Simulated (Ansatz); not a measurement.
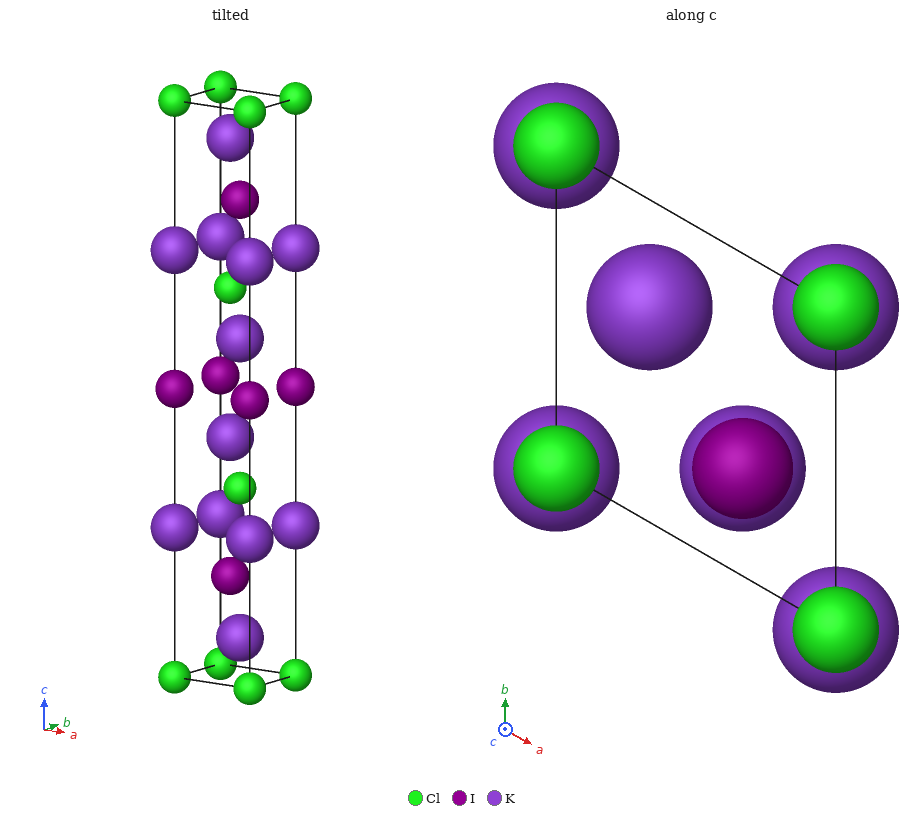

The crystal in a spheres-only representation, seen slightly off an axis and along the c axis. The conventional unit cell is outlined; an atom on or near a face, edge or corner is repeated at each equivalent position.

K₂ICl, space group R-3m (No. 166), a = 4.901 Å, b = 4.901 Å, c = 23.291 Å, α = 90.00°, β = 90.00°, γ = 120.00°. Its origin is a structure type filled with these elements by a generator (whether the compound takes this form wasn't checked). The cell was then strained or its atoms displaced on purpose. Ansatz was used for an electronic-structure calculation on it.

This one geometry was computed with Ansatz (DFT, plane waves, PAW) at three levels of theory: HSE06, PBE and r2SCAN. It was relaxed with r2SCAN and then strained.

> How does the band gap change with the level of theory?

PBE: a gap of 3.75 eV, direct; r2SCAN: a gap of 4.33 eV, direct; HSE06: a gap of 4.75 eV, direct.

> Collect the results in a table.

| level | cutoff (eV) | k-mesh of the run's cell | gap (eV) | pressure (GPa) |
| --- | --- | --- | --- | --- |
| HSE06 | 420 | 4×4×4 | 4.75 | -0.6 |
| PBE | 420 | 6×6×6 | 3.75 | -0.4 |
| r2SCAN | 500 | 6×6×6 | 4.33 | -1.0 |

Gaps are taken on the k-mesh or band path of each run.
